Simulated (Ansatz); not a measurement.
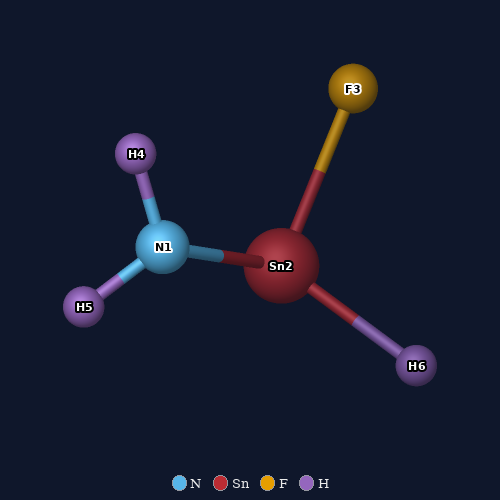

The system is FH₃NSn, SMILES [NH2][SnH][F], spin multiplicity 2; the picture shows the reference structure. First axis: umbrella angle at N1 (between each of its bonds and their common axis; 90 is planar). Second axis: change of the bonds N1–Sn2, N1–H4, N1–H5, all alike. Nothing is relaxed (all other coordinates rigid). The scan uses a 15 × 15 grid. Points are written as (first, second). All energies are given in eV relative to the relaxed molecule at the same level. Method: Ansatz, UHF/def2-SVP.

Its coordinates:

```yaml
atoms:
  - { symbol: N, position_ang: [-0.6154, 0.1844, -0.8401] }
  - { symbol: Sn, position_ang: [0.1764, -0.4864, 0.9031] }
  - { symbol: F, position_ang: [2.0568, -0.4401, 0.4516] }
  - { symbol: H, position_ang: [-0.0218, 0.0756, -1.6447] }
  - { symbol: H, position_ang: [-1.5535, -0.0799, -1.0809] }
  - { symbol: H, position_ang: [-0.0006, 0.6825, 2.1650] }
```

Range: umbrella angle at N1 (between each of its bonds and their common axis; 90 is planar) from 64.1 to 115.9°; change of the bonds N1–Sn2, N1–H4, N1–H5, all alike from −0.148 to 0.229 Å.

**What landscape does the calculation give?**

The lowest grid point is at (104.8°, 0.013 Å), 0.009 eV from the relaxed molecule at the same level. It is the only kind of minimum in the scanned range. The highest grid point, (86.3°, 0.229 Å), lies 2.32 eV above the lowest.

```
second ↓, first →  64.1  67.8  71.5  75.2  78.9  82.6  86.3  90.0  93.7  97.4  101.1  104.8  108.5  112.2  115.9
            0.229  1.99  2.01  2.07  2.15  2.23  2.30  2.33  2.32  2.27  2.19   2.08   1.98   1.90   1.85   1.84
            0.202  1.65  1.66  1.71  1.77  1.84  1.90  1.93  1.92  1.88  1.80   1.71   1.63   1.55   1.51   1.51
            0.175  1.33  1.32  1.36  1.41  1.47  1.52  1.54  1.54  1.50  1.44   1.36   1.28   1.22   1.19   1.20
            0.148  1.03  1.02  1.04  1.08  1.13  1.17  1.19  1.19  1.15  1.10   1.03   0.97   0.92   0.90   0.92
            0.121  0.78  0.75  0.76  0.79  0.82  0.86  0.87  0.87  0.84  0.79   0.73   0.68   0.64   0.63   0.67
            0.094  0.56  0.52  0.51  0.53  0.56  0.58  0.59  0.59  0.56  0.52   0.47   0.43   0.41   0.41   0.46
            0.067  0.40  0.34  0.32  0.32  0.34  0.36  0.36  0.36  0.33  0.30   0.26   0.23   0.22   0.24   0.30
            0.040  0.29  0.21  0.18  0.17  0.18  0.19  0.19  0.18  0.16  0.13   0.11   0.08   0.09   0.12   0.20
            0.013  0.25  0.16  0.11  0.09  0.09  0.09  0.09  0.08  0.06  0.04   0.02   0.01   0.02   0.07   0.17
           −0.013  0.29  0.19  0.12  0.09  0.08  0.07  0.07  0.06  0.04  0.02   0.01   0.01   0.04   0.10   0.21
           −0.040  0.43  0.31  0.23  0.19  0.16  0.15  0.14  0.13  0.11  0.10   0.10   0.11   0.15   0.22   0.35
           −0.067  0.67  0.54  0.45  0.39  0.36  0.34  0.32  0.31  0.30  0.29   0.29   0.32   0.37   0.46   0.60
           −0.094  1.05  0.90  0.79  0.72  0.68  0.65  0.63  0.62  0.61  0.61   0.62   0.65   0.72   0.82   0.98
           −0.121  1.58  1.41  1.29  1.21  1.16  1.12  1.10  1.08  1.08  1.08   1.10   1.14   1.22   1.33   1.51
           −0.148  2.28  2.10  1.97  1.87  1.81  1.77  1.74  1.73  1.72  1.73   1.76   1.81   1.89   2.03   2.22
```

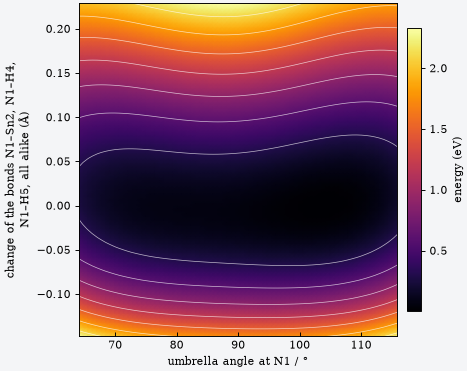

The picture shows a smooth colour map with a few white contour lines. Between grid points the surface is interpolated.

The whole map (225 points run) took 6.8 min on 1 thread of Arm Neoverse V2 (shared host).
